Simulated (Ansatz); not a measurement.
```yaml
atoms:
  - { symbol: C, position_ang: [0.5230, 2.3169, 0.6464] }
  - { symbol: F, position_ang: [1.3725, -0.3451, -0.9243] }
  - { symbol: Li, position_ang: [-1.3473, 2.3065, 1.1161] }
  - { symbol: Si, position_ang: [0.6311, 0.8399, -0.1328] }
```

Geometry: r2SCAN-D4/def2-TZVP.

The calculation used isolated molecule in a Gaussian basis; Kohn-Sham density functional theory, functional PBE0 in Ansatz 0.2.0.

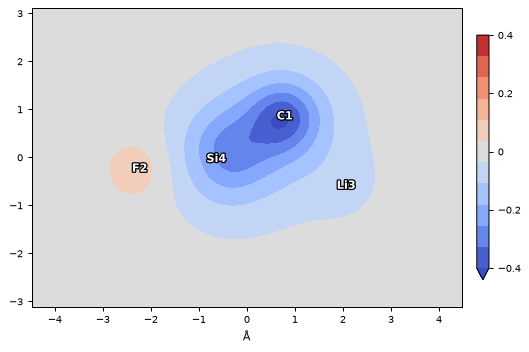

CFLiSi (SMILES F[Si]1=[C+][Li-]1). The HOMO on a plane 0.8 Å above the molecular plane (values in Å⁻³ᐟ²; the overall sign is arbitrary).

Where does this orbital lie, and at what energy?

Answer. It lies mainly on C1 (about 50 %) and Si4 (about 40 %); it changes sign across the molecular plane (π type); π-bonding across C1–Si4. Its energy is −5.75 eV.
